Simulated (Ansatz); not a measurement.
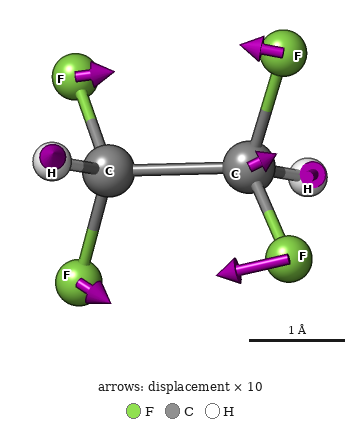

A relaxation of C₂H₂F₄ (coarse preliminary run). The starting structure is drawn; purple arrows show the displacements, magnified 10 times. The two geometries are superimposed by the best rigid fit.

The picture is a ball-and-stick view, seen at a tilt.

The start comes from a force field.

Theory: RKS PBE-D4/def2-SVP in Ansatz 0.2.0. Set-up: force threshold 0.03 eV/Å; at most 200 steps.

Q: Atoms of which element are displaced furthest, and by how much?

A: Fluorine: up to 0.081 Å, against 0.053 Å for hydrogen.

Q: Describe the change and its energy.

A: The atom that moves furthest after the best rigid fit is an F atom (0.081 Å). By element the largest moves are F 0.081 Å, H 0.053 Å, C 0.033 Å. Some distances before and after: C–H 1.073 → 1.115 Å, C–C 1.509 → 1.532 Å, C–F 1.375 → 1.360 Å. Among the angles between lasting bonds that change: C–C–F 114.2° → 108.8°, F–C–F 105.0° → 108.9°, F–C–H 106.3° → 109.6°. Over 4 geometry steps the energy falls by 3.73 kcal/mol. The largest force component goes from 1.8 to 0.011 eV/Å.
